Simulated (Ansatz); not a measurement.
```xyz
10

W     0.2027   -0.3593    0.1336
O    -0.0415   -0.5181    2.0222
H    -0.7228   -0.0469    2.5109
H     1.7577    0.1895   -0.3274
H     0.2246    1.0037   -0.8699
H    -1.0656    0.7119    0.2734
H    -0.0425   -1.9041   -0.5588
H    -1.0223   -0.4199   -1.0253
H     1.2111    2.0279    1.4814
H     0.9277    1.4701    1.8189
```

Core potentials replace the inner electrons of W; not at a stationary point (largest force 1.5 eV/Å).

The calculation used RKS PBE0/def2-mTZVP in Ansatz 0.2.0.

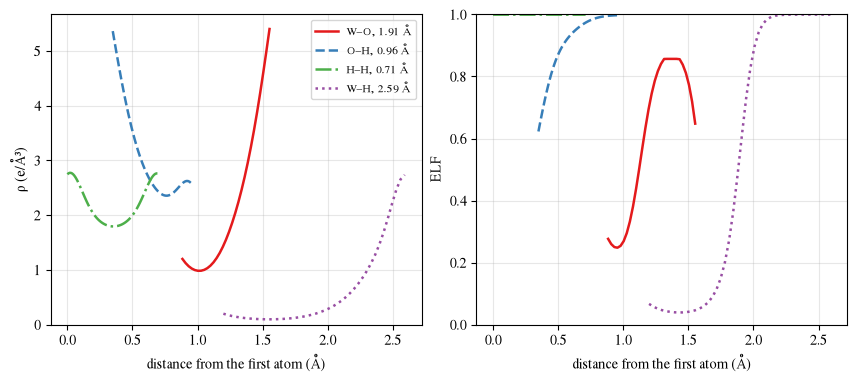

H₆OW···H₂. Electron density and electron localisation function along straight lines between neighbouring atoms. The curves leave out the atomic cores.

Q: Compare the contacts.

A: W–O (1.91 Å): ρ is about 1 e/Å³ halfway; the ELF peaks at about 0.85 in the valence shell of O, 0.6 Å from its nucleus, and drops to about 0.25 between the two atoms.
O–H (0.96 Å): ρ is about 3.7 e/Å³ halfway; the ELF climbs to about 1 towards the hydrogen, as it does in any bond to H; a covalent bond by its length.
H–H (0.71 Å): ρ is about 1.8 e/Å³ halfway; the ELF peaks at about 1 between the atoms; a covalent bond by its length.
W1···H10 (2.59 Å): the density falls to about 0.1 e/Å³ on the way; the ELF dips to about 0.05 between them.
